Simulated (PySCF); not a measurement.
## What a change does: NMR shielding calculation on C₄H₉ClOSi

System: C₄H₉ClOSi, SMILES C=C(C)O[SiH2]CCl.
Method of run 1: GIAO PBE0/pcSseg-1 NMR shielding, non-relativistic, IEF-PCM dimethylsulfoxide (PySCF 2.14.0).

The geometry comes from this level: PBE0-D3(BJ)/def2-SVP. Text and figures count atoms from 1; the logs count them from 0 in places.

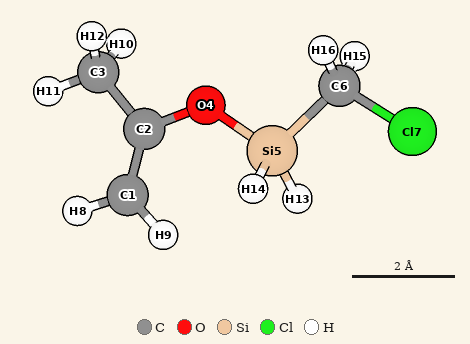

Fig. 1: The input geometry (ball-and-stick view, seen at a tilt; atoms are numbered from 1 in the order of the input). Bond lengths as drawn: C–C 1.34 to 1.49 Å, C–Cl 1.79 Å, C–H 1.09 to 1.10 Å, C–O 1.36 Å, C–Si 1.88 Å, H–Si 1.49 Å and O–Si 1.68 Å.

**Input file, run 1**
```
{"job": {"kind": "nmr", "xc": "PBE0", "basis": "pcSseg-1", "solvent": "dimethylsulfoxide", "pop": false}, "charge": 0, "multiplicity": 1}
C     -1.506055    -1.532337    -0.357855
C     -1.322893    -0.225243    -0.127847
C     -2.419332     0.773310     0.035888
O     -0.099823     0.355663    -0.015186
Si     1.403594    -0.393165    -0.102498
C      2.646758     0.992330     0.160929
Cl     4.278982     0.259088     0.054396
H     -2.513087    -1.941343    -0.437806
H     -0.670194    -2.227567    -0.473682
H     -2.336334     1.554809    -0.736199
H     -3.407547     0.302463    -0.035572
H     -2.328276     1.274749     1.012289
H      1.607526    -1.014915    -1.440634
H      1.543684    -1.414372     0.973078
H      2.567841     1.777006    -0.604799
H      2.543329     1.461525     1.149562
```

The first line tells a small driver script what to run in PySCF; the rest is the geometry in Å.

Launched with:
```bash
OMP_NUM_THREADS=1 python <driver script> task.json out
```

Hardware: 1 CPU thread, shared host.

**Output (run 1)**
```
coarse grid: 14264 points
cycle   1  E = -982.0445801628  dE =  6.276e-01  |g| = 6.460e-01  |ddm| = 3.523e+00
cycle   2  E = -981.9803170612  dE =  6.426e-02  |g| = 8.902e-01  |ddm| = 1.172e+00
cycle   3  E = -982.1235411935  dE = -1.432e-01  |g| = 1.176e-01  |ddm| = 7.559e-01
cycle   4  E = -982.1260470778  dE = -2.506e-03  |g| = 3.777e-02  |ddm| = 1.078e-01
cycle   5  E = -982.1263422190  dE = -2.951e-04  |g| = 1.389e-02  |ddm| = 3.513e-02
cycle   6  E = -982.1263875628  dE = -4.534e-05  |g| = 2.955e-03  |ddm| = 1.215e-02
cycle   7  E = -982.1263896196  dE = -2.057e-06  |g| = 4.909e-04  |ddm| = 2.532e-03
final grid: 128064 points
cycle   8  E = -982.1770241357  dE = -2.618e-05  |g| = 1.004e-02  |ddm| = 2.031e-02
cycle   9  E = -982.1770054464  dE =  1.869e-05  |g| = 1.417e-02  |ddm| = 1.551e-02
cycle  10  E = -982.1770437695  dE = -3.832e-05  |g| = 1.661e-03  |ddm| = 9.767e-03
cycle  11  E = -982.1770442933  dE = -5.239e-07  |g| = 3.294e-04  |ddm| = 1.484e-03
cycle  12  E = -982.1770443148  dE = -2.151e-08  |g| = 1.104e-04  |ddm| = 3.089e-04
cycle  13  E = -982.1770443177  dE = -2.896e-09  |g| = 2.864e-05  |ddm| = 1.000e-04
cycle  14  E = -982.1770443179  dE = -1.849e-10  |g| = 5.401e-06  |ddm| = 2.328e-05
converged SCF energy = -982.1770443179

GIAO shielding tensors (ppm)
atom      isotropic    diamagn.    paramagn.     s11        s22        s33       span
  0 C       94.206     258.487    -164.281      7.708    123.804    151.107    143.399
  1 C       16.994     251.253    -234.258    -98.207     49.043    100.148    198.354
  2 C      160.869     246.691     -85.822    141.931    152.255    188.421     46.489
  3 O      205.788     403.643    -197.855    130.190    222.770    264.406    134.216
  4 Si     376.721     881.254    -504.534    350.950    357.702    421.510     70.560
  5 C      155.560     254.879     -99.319    131.440    136.221    199.019     67.580
  6 Cl     982.277    1144.126    -161.849    871.150    954.913   1120.769    249.619
  7 H       26.856      30.115      -3.258     24.590     25.802     30.176      5.586
  8 H       27.099      32.811      -5.711     24.499     24.977     31.823      7.324
  9 H       29.254      28.387       0.867     25.564     27.734     34.463      8.899
 10 H       29.440      27.725       1.715     25.202     28.209     34.908      9.706
 11 H       29.301      28.646       0.655     25.543     27.899     34.460      8.917
 12 H       26.545      30.031      -3.485     22.830     26.420     30.385      7.555
 13 H       26.550      30.136      -3.587     22.866     26.385     30.397      7.530
 14 H       27.907      30.016      -2.109     21.974     27.067     34.679     12.705
 15 H       27.902      30.135      -2.233     21.987     27.053     34.665     12.678
```

For run 2 the input was changed thus:
```diff
-"solvent": "dimethylsulfoxide"
-"pop": false
+"solvent": "chloroform"
+"pop": true
```

What does this change do to the results?

The total energy of run 2 is 1.1 kcal/mol higher: the change of the electrostatic solvation energy at this fixed geometry, without cavity or dispersion terms. The dipole moment goes from 2.33 to 2.20 D. Of all shieldings, the largest change is that of Cl7, by −3.6 ppm. The number of SCF iterations is the same.

**Output (run 2)**
```
coarse grid: 14264 points
cycle   1  E = -982.0421503937  dE =  6.299e-01  |g| = 6.474e-01  |ddm| = 3.523e+00
cycle   2  E = -981.9758943606  dE =  6.626e-02  |g| = 8.969e-01  |ddm| = 1.190e+00
cycle   3  E = -982.1216277239  dE = -1.457e-01  |g| = 1.204e-01  |ddm| = 7.728e-01
cycle   4  E = -982.1242571908  dE = -2.629e-03  |g| = 3.951e-02  |ddm| = 1.131e-01
cycle   5  E = -982.1245804818  dE = -3.233e-04  |g| = 1.488e-02  |ddm| = 3.782e-02
cycle   6  E = -982.1246330970  dE = -5.262e-05  |g| = 3.003e-03  |ddm| = 1.307e-02
cycle   7  E = -982.1246352224  dE = -2.125e-06  |g| = 5.187e-04  |ddm| = 2.620e-03
final grid: 128064 points
cycle   8  E = -982.1752769259  dE = -2.606e-05  |g| = 1.006e-02  |ddm| = 2.029e-02
cycle   9  E = -982.1752578655  dE =  1.906e-05  |g| = 1.423e-02  |ddm| = 1.558e-02
cycle  10  E = -982.1752966049  dE = -3.874e-05  |g| = 1.691e-03  |ddm| = 9.877e-03
cycle  11  E = -982.1752971519  dE = -5.470e-07  |g| = 3.523e-04  |ddm| = 1.558e-03
cycle  12  E = -982.1752971768  dE = -2.489e-08  |g| = 1.175e-04  |ddm| = 3.340e-04
cycle  13  E = -982.1752971801  dE = -3.314e-09  |g| = 2.829e-05  |ddm| = 1.056e-04
cycle  14  E = -982.1752971803  dE = -1.789e-10  |g| = 5.483e-06  |ddm| = 2.400e-05
converged SCF energy = -982.1752971803

GIAO shielding tensors (ppm)
atom      isotropic    diamagn.    paramagn.     s11        s22        s33       span
  0 C       93.850     258.323    -164.472      7.315    123.555    150.681    143.366
  1 C       17.465     251.176    -233.711    -97.390     49.551    100.236    197.626
  2 C      160.697     246.600     -85.903    141.756    152.244    188.092     46.336
  3 O      205.844     403.575    -197.731    130.517    222.696    264.318    133.801
  4 Si     377.177     881.246    -504.069    351.251    358.203    422.077     70.827
  5 C      155.766     254.736     -98.970    132.015    136.701    198.581     66.566
  6 Cl     978.704    1144.043    -165.338    865.834    950.772   1119.507    253.673
  7 H       26.912      30.133      -3.221     24.656     25.850     30.231      5.575
  8 H       27.137      32.852      -5.716     24.550     24.997     31.863      7.314
  9 H       29.275      28.419       0.855     25.599     27.767     34.458      8.859
 10 H       29.505      27.786       1.719     25.288     28.294     34.933      9.645
 11 H       29.322      28.678       0.644     25.578     27.932     34.455      8.877
 12 H       26.541      30.022      -3.481     22.824     26.406     30.392      7.568
 13 H       26.545      30.128      -3.583     22.861     26.371     30.403      7.542
 14 H       28.010      30.102      -2.091     22.093     27.189     34.749     12.656
 15 H       28.007      30.223      -2.215     22.108     27.178     34.736     12.628
```

**The two runs side by side**

```tsv
quantity	run 1	run 2
outcome	converged	converged
total energy (hartree)	−982.177044	−982.175297
HOMO (eV)	−6.85	−6.83
LUMO (eV)	0.24	0.23
dipole moment (D)	2.33	2.20
shielding of C1 (ppm)	94.2	93.9
shielding of C2 (ppm)	17.0	17.5
shielding of C3 (ppm)	160.9	160.7
shielding of Si5 (ppm)	376.7	377.2
shielding of C6 (ppm)	155.6	155.8
shielding of Cl7 (ppm)	982.3	978.7
shielding of H16 (ppm)	27.9	28.0
SCF iterations	14	14
basis functions	178	178
wall time (shared host)	30 s	37 s
```
